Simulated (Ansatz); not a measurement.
# One shape, several levels: B2H4Cl− (SMILES B[BH2-]Cl)

Aim: a comparison of 6 runs (HF/3-21G, HF/def2-SVP, PBE0/def2-SVP, SVWN5/def2-SVP, MP2/6-31G**, MP2/cc-pVDZ) of B2H4Cl−. 

The calculation is run with Ansatz 0.2.0.

6 further runs of the same task are left out: 6 set aside as unsound or not needed. Runs told in other sessions of the task aren't counted.

## Step 1: The structure to begin with

The species is B2H4Cl− (7 atoms), meant as a singlet with charge -1. As SMILES, `B[BH2-]Cl`. The shape is that of a GFN2-xTB optimisation.

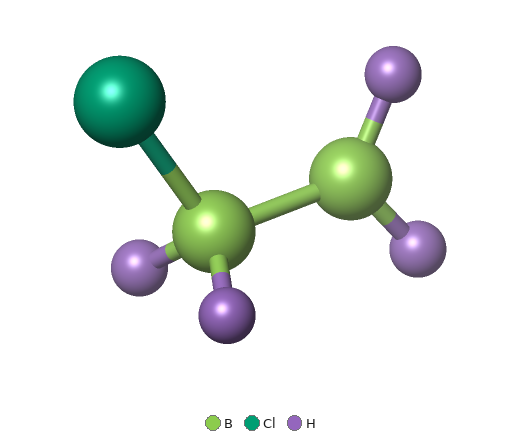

The structure, seen from a chosen angle (boron green, chlorine teal, hydrogen purple).

## Step 2: Energy and gradient at HF/3-21G (run 1)

Input file molecule.yaml:

```yaml
basis:
  gaussian:
    orbitals: 3-21G.json
crystal:
  periodic: [false, false, false]
  atoms:
    - {symbol: B, position_ang: [-0.832540, -0.102690, -0.575030]}
    - {symbol: B, position_ang: [0.541540, 0.210460, 0.317780]}
    - {symbol: Cl, position_ang: [1.136380, -1.313640, 1.363130]}
    - {symbol: H, position_ang: [-1.443690, -1.119080, -0.629330]}
    - {symbol: H, position_ang: [-1.303990, 0.752440, -1.259920]}
    - {symbol: H, position_ang: [0.393860, 1.085900, 1.146030]}
    - {symbol: H, position_ang: [1.508450, 0.486610, -0.362670]}
total_charge: -1
hamiltonian:
  xc: hf
accuracy: high
output: {forces: true, orbitals: {seedname: orbitals}}
```

The basis set 3-21G is read from a file made from the Basis Set Exchange's data (not shown).

Run with:

```bash
ansatz run molecule.yaml --threads 1 --pin off --max-ram 2610MiB --events-out events.jsonl --progress --plain --runs-dir runs
```

Log:

```text
Warning: RAYON_NUM_THREADS=1 ignored (pool sized by the plan → 1); use --threads N
Functional definition: HF
  name "HF"
  exchange = exact_x
  correlation = 0
893 factors; integrals over basis functions are off by at most 3.8e-9 eV
mean field evaluation 1: about -13842.2053 eV, gradient 1.4e1 eV
mean field evaluation 2: about -13842.1960 eV, gradient 1.4e1 eV
mean field evaluation 4: about -13843.0516 eV, gradient 8.2e-1 eV
mean field evaluation 8: about -13843.0546 eV, gradient 1.4e-5 eV
mean field -13843.05463947 eV, -508.7228748411 hartree, gradient 1.1e-8 eV, S^2 0.000000; 0 other end points of the search recorded, 0 dependent functions left out
the calculation of the forces begins
reference -13843.05463947 eV, -508.7228748411 hartree; 16, 16 occupied and 23, 23 virtual orbitals, 893 factors
Total energy: -13843.05463947 eV, -508.7228748411 hartree
Atom 0 at    -0.832540    -0.102690    -0.575030 Å, force     0.052038     0.121937    -0.013257 eV/Å
Atom 1 at     0.541540     0.210460     0.317780 Å, force     0.145701     1.170650    -0.351741 eV/Å
Atom 2 at     1.136380    -1.313640     1.363130 Å, force     0.527903    -1.616061     1.031213 eV/Å
Atom 3 at    -1.443690    -1.119080    -0.629330 Å, force    -0.220242    -0.438345     0.010555 eV/Å
Atom 4 at    -1.303990     0.752440    -1.259920 Å, force    -0.220298     0.383778    -0.313054 eV/Å
Atom 5 at     0.393860     1.085900     1.146030 Å, force    -0.198625     0.218772    -0.106886 eV/Å
Atom 6 at     1.508450     0.486610    -0.362670 Å, force    -0.086477     0.159270    -0.256829 eV/Å
Dipole moment:    -0.120388    -0.131007    -0.037035 e Å
```

It took 0.54 s on 1 thread of Arm Neoverse V2, shared host.

## Step 3: Energy and forces at HF/def2-SVP (run 2)

Input file in.yaml:

```yaml
crystal:
  periodic: [false, false, false]
  atoms:
    - {symbol: B, position_ang: [-0.832540, -0.102690, -0.575030]}
    - {symbol: B, position_ang: [0.541540, 0.210460, 0.317780]}
    - {symbol: Cl, position_ang: [1.136380, -1.313640, 1.363130]}
    - {symbol: H, position_ang: [-1.443690, -1.119080, -0.629330]}
    - {symbol: H, position_ang: [-1.303990, 0.752440, -1.259920]}
    - {symbol: H, position_ang: [0.393860, 1.085900, 1.146030]}
    - {symbol: H, position_ang: [1.508450, 0.486610, -0.362670]}
basis:
  gaussian: {orbitals: def2-SVP}
total_charge: -1
magnetization: {spin_polarized: false, initial_magnetization: 0}
hamiltonian: {xc: hf}
accuracy: high
output: {forces: true, orbitals: {seedname: orbitals}}
```

Run with:

```bash
ansatz run in.yaml --threads 1 --pin off --max-ram 2610MiB --events-out events.jsonl --progress --plain --runs-dir runs
```

Log:

```text
Warning: RAYON_NUM_THREADS=1 ignored (pool sized by the plan → 1); use --threads N
[... 4 set-up lines as earlier in the session ...]
1503 factors; integrals over basis functions are off by at most 3.6e-9 eV
mean field evaluation 1: about -13904.5679 eV, gradient 1.5e1 eV
mean field evaluation 2: about -13904.5720 eV, gradient 1.5e1 eV
mean field evaluation 4: about -13905.6274 eV, gradient 1.2e0 eV
mean field evaluation 8: about -13905.6346 eV, gradient 5.6e-4 eV
mean field -13905.63461309 eV, -511.0226464533 hartree, gradient 3.0e-8 eV, S^2 0.000000; 0 other end points of the search recorded, 0 dependent functions left out
the calculation of the forces begins
reference -13905.63461309 eV, -511.0226464533 hartree; 16, 16 occupied and 50, 50 virtual orbitals, 1503 factors
Total energy: -13905.63461309 eV, -511.0226464533 hartree
Atom 0 at    -0.832540    -0.102690    -0.575030 Å, force     0.034740     0.179398    -0.048441 eV/Å
Atom 1 at     0.541540     0.210460     0.317780 Å, force     0.600379     0.005991     0.447291 eV/Å
Atom 2 at     1.136380    -1.313640     1.363130 Å, force     0.227938    -0.889584     0.521125 eV/Å
Atom 3 at    -1.443690    -1.119080    -0.629330 Å, force    -0.381476    -0.691662    -0.009926 eV/Å
Atom 4 at    -1.303990     0.752440    -1.259920 Å, force    -0.353712     0.570141    -0.484813 eV/Å
Atom 5 at     0.393860     1.085900     1.146030 Å, force    -0.290411     0.534516     0.093623 eV/Å
Atom 6 at     1.508450     0.486610    -0.362670 Å, force     0.162542     0.291199    -0.518858 eV/Å
Dipole moment:    -0.054470    -0.297008     0.077768 e Å
```

Run time: 1.8 s. Hardware: 1 thread of Arm Neoverse V2, shared host.

Runs 3 to 5 aren't shown in full; the table further down has their settings and results.

## Step 4: Energy and gradient at MP2/cc-pVDZ (run 6)

molecule.yaml: that of step 2 with these lines changed.

```diff
@@ -1,4 +1 @@
-basis:
-  gaussian:
-    orbitals: 3-21G.json
 crystal:
@@ -13,5 +10,9 @@
     - {symbol: H, position_ang: [1.508450, 0.486610, -0.362670]}
+basis:
+  gaussian:
+    orbitals: cc-pVDZ
+correlation:
+  method: mp2
+  frozen_orbitals: {B: 1, Cl: 5, H: 0}
 total_charge: -1
-hamiltonian:
-  xc: hf
 accuracy: high
```

Run with:

```bash
ansatz run molecule.yaml --threads 1 --pin off --max-ram 2610MiB --events-out events.jsonl --progress --plain --runs-dir runs
```

Log:

```text
Warning: RAYON_NUM_THREADS=1 ignored (pool sized by the plan → 1); use --threads N
[... 4 set-up lines as earlier in the session ...]
1540 factors; integrals over basis functions are off by at most 3.5e-9 eV
mean field evaluation 1: about -13909.8169 eV, gradient 1.5e1 eV
mean field evaluation 2: about -13909.8182 eV, gradient 1.5e1 eV
mean field evaluation 4: about -13910.9011 eV, gradient 1.3e0 eV
mean field evaluation 8: about -13910.9094 eV, gradient 4.8e-4 eV
mean field -13910.90942025 eV, -511.2164920410 hartree, gradient 1.7e-8 eV, S^2 0.000000; 0 other end points of the search recorded, 0 dependent functions left out
7 core orbitals not correlated: weight in the atoms' cores, before any rotation towards them, 1.000 or more for the frozen orbitals, at most 0.000 for the correlated occupied ones
reference -13910.90942025 eV, -511.2164920410 hartree; 9, 9 occupied and 50, 50 virtual orbitals, 1540 factors
second order -8.98803638 eV of doubles, -0.00000000 eV of singles
the calculation of the forces begins
Total energy: -13919.89745663 eV, -511.5467962857 hartree
Atom 0 at    -0.832540    -0.102690    -0.575030 Å, force     0.356139     0.282847     0.148183 eV/Å
Atom 1 at     0.541540     0.210460     0.317780 Å, force     0.418569    -0.509062     0.518495 eV/Å
Atom 2 at     1.136380    -1.313640     1.363130 Å, force     0.108976    -0.496990     0.276955 eV/Å
Atom 3 at    -1.443690    -1.119080    -0.629330 Å, force    -0.451141    -0.823217    -0.009749 eV/Å
Atom 4 at    -1.303990     0.752440    -1.259920 Å, force    -0.403983     0.663677    -0.559009 eV/Å
Atom 5 at     0.393860     1.085900     1.146030 Å, force    -0.255324     0.570921     0.138937 eV/Å
Atom 6 at     1.508450     0.486610    -0.362670 Å, force     0.226765     0.311823    -0.513811 eV/Å
Dipole moment:    -0.016926    -0.281787     0.099381 e Å
```

It took 3.9 s on 1 thread of Arm Neoverse V2, shared host.

## Step 5: All runs side by side

```
run                              level  frozen core orbitals  energy (Eh)  HOMO energy (eV)  LUMO energy (eV)  HOMO–LUMO gap (eV)  wall time
  1                           HF/3-21G                     –  -508.722875             -4.59              7.53               12.12     0.54 s
  2                        HF/def2-SVP                     –  -511.022646             -4.43              7.28               11.71      1.8 s
  3                      PBE0/def2-SVP                     –  -511.920677             -1.22              3.84                5.06      4.8 s
  4                     SVWN5/def2-SVP                     –  -510.046601              0.09              2.73                2.64      3.3 s
  5  MP2/6-31G** (spherical functions)                     7  -511.512318             -4.55              7.84               12.40      3.9 s
  6                        MP2/cc-pVDZ                     7  -511.546796             -4.55              7.25               11.80      3.9 s
```

## Step 6: Outcome

```
                                                    quantity          value
                                         run 6: total energy  -511.54680 Eh
                  run 6: HOMO energy (Hartree–Fock orbitals)       -4.55 eV
                  run 6: LUMO energy (Hartree–Fock orbitals)        7.25 eV
run 6: HOMO–LUMO gap (to an unbound level, set by the basis)       11.80 eV
          run 6: correlation energy (7 core orbitals frozen)     -330.3 mEh
                             run 6: largest force on an atom     0.957 eV/Å
```

What this shows: Over runs 1, 2, 3, 4 the HOMO–LUMO gap runs from 2.64 eV (SVWN5/def2-SVP) to 12.12 eV (HF/3-21G). The two ends differ in method and basis. The empty levels of an anion lie above zero and hang on the basis. Totals of different functionals can't be ranked against each other. In run 4 the HOMO lies above zero, from self-interaction, a short basis or an electron that isn't bound. All runs together took 18 s, the longest 4.8 s.
